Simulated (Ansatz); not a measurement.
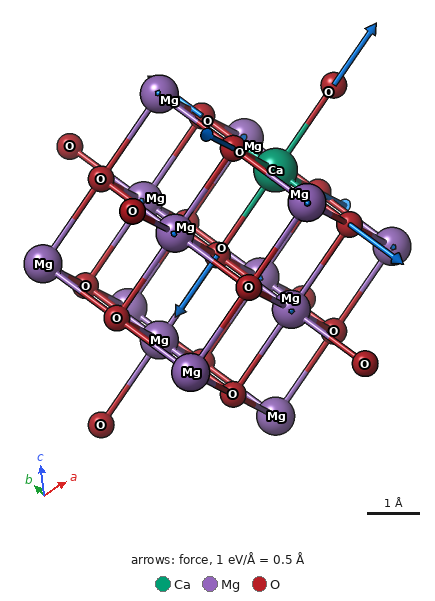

Starting geometry of a defect cell of composition CaMg26O27 with the computed forces as blue arrows. A ball-and-stick model of the atoms within 4.2 Å of the atom that moves most (axes of the cell of the calculation), seen slightly off an axis.

These are results of Ansatz 0.2.0, DFT, PBE, plane-wave PAW, default files, scalar-relativistic, frozen cores, not measurements. (plane-wave cutoff 420 eV; k-point mesh 3 × 3 × 3; occupations fermi dirac; smearing width 0.01 eV; no spin polarisation; potentials kind: paw, frozen_core: stored; atoms relaxed in a fixed cell; force threshold 0.02 eV/Å; at most 50 steps)

Is this structure relaxed? If not, where do the atoms go?

It isn't relaxed: the largest force vector, on O atoms, is 3.00 eV/Å. The atoms end up moving mostly along the starting forces (cosine between the two patterns 0.97). After 3 accepted moves (4 points after the start) the energy has fallen by 0.944 eV per cell of the calculation. Largest force component: 3 eV/Å at the start, 0.015 eV/Å at the end. 1 step only repeated the SCF at the same geometry. The largest moves, 0.10 Å, are those of O atoms. By element the largest moves are O 0.10 Å, Mg 0.02 Å. Ca stays in place. The cell stays as it was. Among the contacts that change: Ca–O 2.019 → 2.123 Å, Mg–O 2.019 → 1.936 Å, Mg–Mg 2.855 → 2.813 Å, Mg–O 2.018 → 1.996 Å. Bond angles that change, for instance: Mg–O–Mg 180.0° → 175.0°, O–Mg–O 90.0° → 95.0°, O–Mg–O 90.0° → 87.0°. Cost: 34 s on 4 threads of Intel(R) Xeon(R) Platinum 8488C (Sapphire Rapids), with other jobs on the host, peak memory 2.7 GiB.
